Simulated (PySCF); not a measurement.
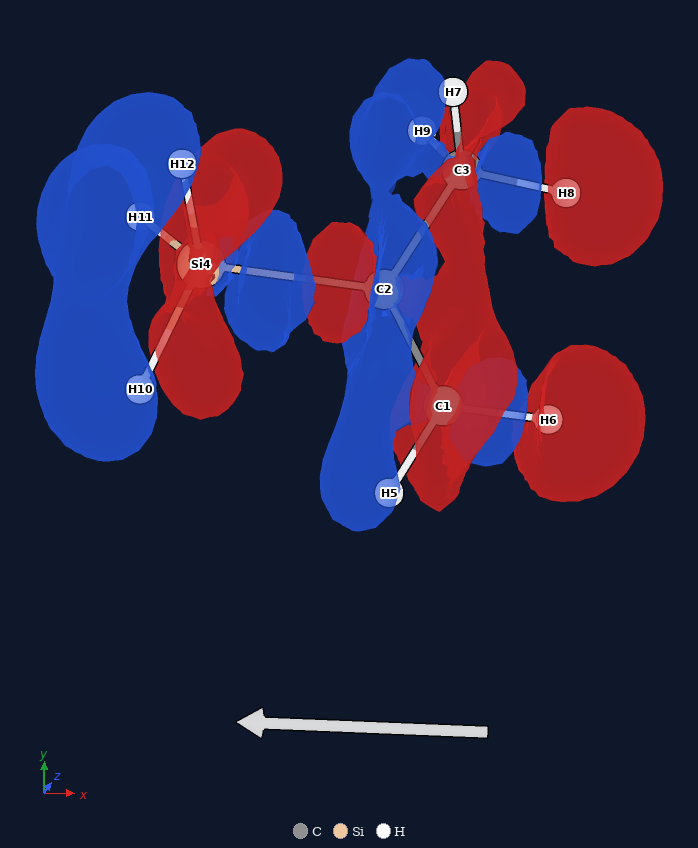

*C$_{3}$H$_{8}$Si, SMILES `C=C(C)[SiH3]`. Change of the electron density in a uniform field of 0.26 V/Å along −x (arrow), surfaces at ±0.002 e/Å³ (red: gain, blue: loss).*

PySCF calculation, PBE/def2-SVPD, gas phase; geometry: GFN2-xTB. No frequency check shows the geometry to be a minimum.

Input script:

```python
import numpy as np
from pyscf import gto, scf, dft
from pyscf.scf import atom_ks, atom_hf
from scipy.linalg import block_diag

def solve(mol, dm0=None, hcore=None):
    mf = (dft.UKS if mol.spin else dft.RKS)(mol, xc='pbe')
    mf.grids.level = 3
    mf = mf.density_fit(auxbasis='def2-universal-jkfit')
    mf.conv_tol, mf.max_cycle = 1e-8, 80
    if hcore is not None:
        mf.get_hcore = lambda *args: hcore
    mf.kernel(dm0)
    if not mf.converged:
        mf = mf.newton().run(mf.mo_coeff, mf.mo_occ, max_cycle=30)
    assert mf.converged, 'SCF not converged'
    return mf

mol = gto.M(atom='''
C      1.11203    -1.31281    -0.00015
C      0.50835    -0.13205     0.00027
C      1.30085     1.14064     0.00018
Si    -1.37142     0.05155    -0.00023
H      0.55794    -2.23677    -0.00075
H      2.18850    -1.41079     0.00020
H      1.05473     1.73631     0.87784
H      2.37180     0.94421    -0.00005
H      1.05406     1.73619    -0.87900
H     -1.99766    -1.26998     0.00203
H     -1.77891     0.80213    -1.19211
H     -1.77801     0.80230     1.19323
''', basis='def2-svpd', charge=0, spin=0, verbose=4)
field = np.array([-0.005, -0.0, -0.0])  # atomic units
mol.set_common_orig(mol.atom_charges() @ mol.atom_coords() / mol.atom_charges().sum())
mf = solve(mol)
out = dict(dm0=mf.make_rdm1(), d0=mf.dip_moment(unit='AU'), e0=mf.e_tot)
for name, sign in (('p', 1), ('m', -1)):
    h = mf.get_hcore() + sign * np.einsum('x,xij->ij', field, mol.intor('int1e_r'))
    mi = solve(mol, mf.make_rdm1(), h)
    out.update({'dm' + name: mi.make_rdm1(), 'd' + name: mi.dip_moment(unit='AU'), 'e' + name: mi.e_tot})
# spherically averaged free atoms, for the promolecule
atm = atom_ks.get_atm_nrks(mol, xc='pbe')
pro = block_diag(*[(atm[a[0]][2] * atm[a[0]][3]) @ atm[a[0]][2].T for a in mol._atom])
np.savez('result.npz', pro=pro, **out)
```

Launched as:

```sh
OMP_NUM_THREADS=1 python input.py
```

The run took 48 s on 1 thread of Arm Neoverse V2, with other jobs on the host, peak memory 0.55 GiB.

Partitions, critical points and surface values were worked out afterwards from this run's density.

> What dipole is induced, and what polarisability does it imply?

The induced dipole is 0.97 D (along the field); α along this axis, from the fields in both directions, is 77 bohr³ (11.3 Å³).

> Which atoms gain and lose the most charge?

Electrons gather most on H6 (Hirshfeld charge changes by −0.013 e) and leave Si4 most (+0.012 e); 0.080 electrons are displaced in all.
